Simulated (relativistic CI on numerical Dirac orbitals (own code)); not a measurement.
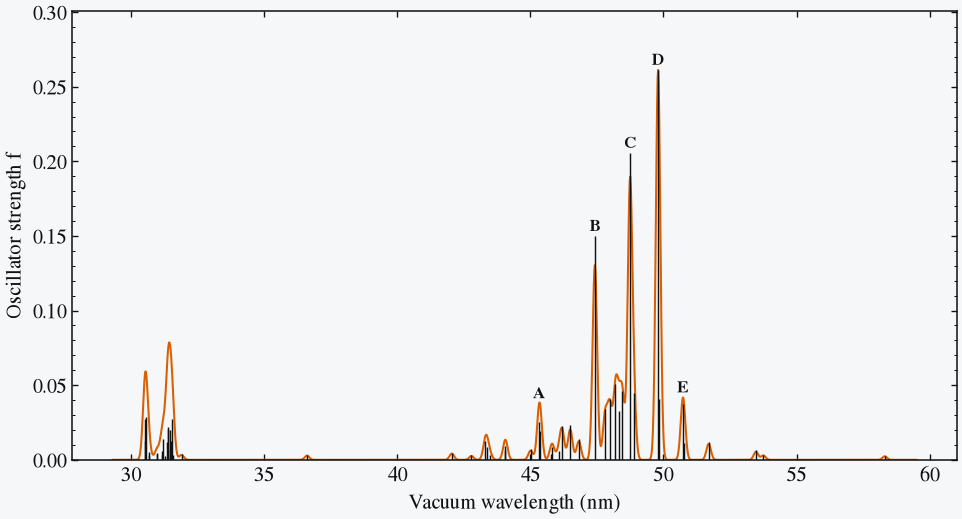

Computed spectrum: absorption lines from the lowest level (oscillator strengths f) of an atom or ion with 76 electrons. Level of the calculation: relativistic configuration interaction, KLI exchange-only orbitals, Breit term, model QED, valence Slater integrals scaled by 0.85, a P86 correlation estimate for each configuration (radial Dirac CI code). The envelope is a Gaussian of full width 0.2 nm, scaled to the tallest stick.

Levels without a good LS label are named by their open jj subshells in square brackets.

Which ion is it, and what are the lettered lines?

Answer. Hg⁴⁺. A: 5d⁷ 6p [(5d₃/₂)³ (5d₅/₂)⁴ 6p₃/₂] J = 5 ← 5d⁸ ³F₄, 45.33 nm, f = 0.026; B: 5d⁷ 6p J = 3 (odd, mixed, level 82) ← 5d⁸ ³F₄, 47.42 nm, f = 0.15; C: 5d⁷ 6p [(5d₃/₂)³ (5d₅/₂)⁴ 6p₁/₂] J = 5 ← 5d⁸ ³F₄, 48.74 nm, f = 0.21; D: 5d⁷ 6p ³F°₄ ← 5d⁸ ³F₄, 49.80 nm, f = 0.26; E: 5d⁷ 6p [(5d₃/₂)³ (5d₅/₂)⁴ 6p₁/₂] J = 3 ← 5d⁸ ³F₄, 50.73 nm, f = 0.037.

Known limits: configurations can be misplaced by up to about 7 % of their energy; only a limited list of configurations is included, so lower levels can be missing; only lines among the lowest 400 of 6795 levels are drawn, so those from 5d⁷ 5f, 5d⁶ 6s 6p, 5d⁷ 6d and 5d⁷ 7s are incomplete.
